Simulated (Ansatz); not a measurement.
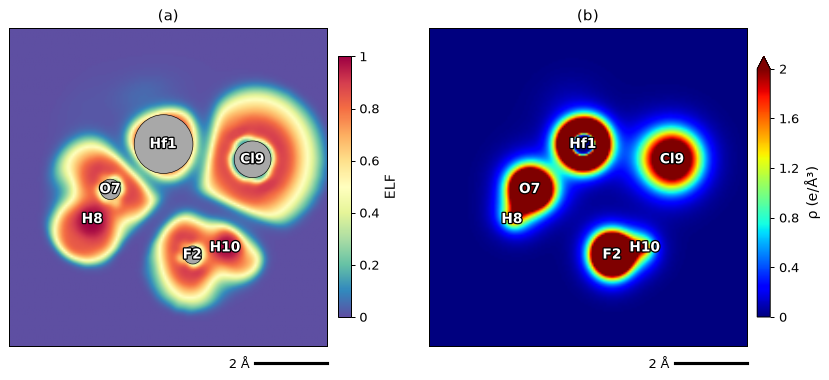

The picture shows: ClH3HfO3···HF. (a) ELF; (b) electron density on the plane of atoms O7, Hf1 and Cl9. Grey discs cover the atomic cores in the ELF map.

Core potentials replace the inner electrons of Hf; not at a stationary point (largest force 0.6 eV/Å).

All numbers below come from Ansatz, RKS revPBE/def2-SVP.

```csv
atom,x (Å),y (Å),z (Å)
Hf,0.2703,0.4323,-0.2669
F,-0.1373,-0.1783,2.8263
O,1.7550,-0.1360,-1.3993
H,2.1894,-0.9801,-1.6113
O,-0.9218,1.4794,-1.4033
H,-1.8656,1.4483,-1.6358
O,-0.7046,-1.1909,0.1454
H,-1.1536,-1.8821,0.6498
Cl,1.3080,2.1172,1.2673
H,0.3714,0.5642,3.0792
```

**Describe what can be read from this map.**

The plane passes through Hf, F, O, H and Cl nuclei.
Hf1···F2 (3.18 Å): the density falls to about 0.05 e/Å³ on the way; the ELF dips to about 0 between them.
Hf–O (1.94 Å): the density is about 0.84 e/Å³ at the midpoint; the ELF peaks at about 0.80 in the valence shell of O, 0.5 Å from its nucleus, and drops to about 0.20 between the two atoms.
Hf–Cl (2.50 Å): ρ at the midpoint is about 0.43 e/Å³; the ELF peaks at about 0.85 in the valence shell of Cl, 0.8 Å from its nucleus, and is about 0.30 at the midpoint.
F–H (0.93 Å): the density is about 4.5 e/Å³ at the midpoint; the ELF climbs to about 1 towards the hydrogen, as it does in any bond to H: a covalent bond by its length.
O–H (0.97 Å): ρ is about 3.6 e/Å³ halfway; the ELF climbs to about 1 towards the hydrogen: a covalent bond by its length.
The ELF also peaks beside F2, away from the bonds: lone-pair regions.
